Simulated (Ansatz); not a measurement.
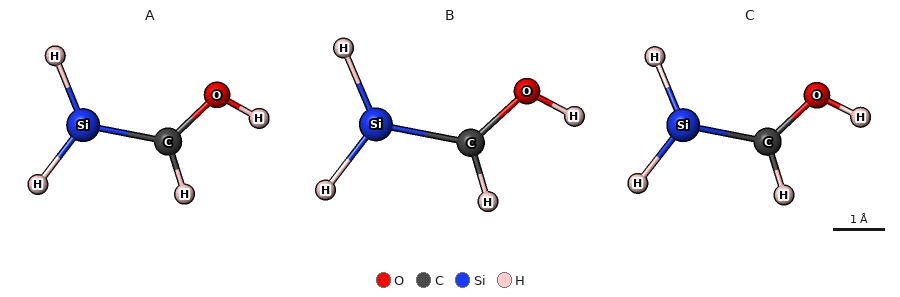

3 geometries from one relaxation of CH4OSi, in shuffled order. A ball-and-stick model, seen face on.

It is one of the separated reactants of a reaction.

Theory: Ansatz 0.2.0, RKS PBE-D4/def2-SVP. Settings: force threshold 0.03 eV/Å; at most 250 steps.

Put them in the order of the run, from the start to the converged end.

B, A, C. They are steps 0, 2, 9, at +149.3 kJ/mol, +4.36 kJ/mol relative to the last. The largest move after the best rigid fit is that of an H atom, 0.31 Å. Largest moves by element: H 0.31 Å, Si 0.28 Å, O 0.23 Å, C 0.07 Å. Near-neighbour distances that change, for instance: C–O 1.522 → 1.357 Å, C–Si 1.932 → 1.770 Å, H–Si 1.649 → 1.498 Å, C–H 1.221 → 1.110 Å. Bond angles that change, for instance: C–Si–H 124.0° → 118.6°, C–Si–H 116.7° → 112.2°, H–Si–H 119.3° → 116.3°. After 8 accepted moves (9 points after the start) the energy has fallen by 149.3 kJ/mol. Largest force component: 3.6 eV/Å at the start, 0.013 eV/Å at the end. The line search rejected the trial step at point 3 of the run. The run took 10 s on 2 threads of Intel Xeon Platinum 8175M @ 2.50GHz (shared host).
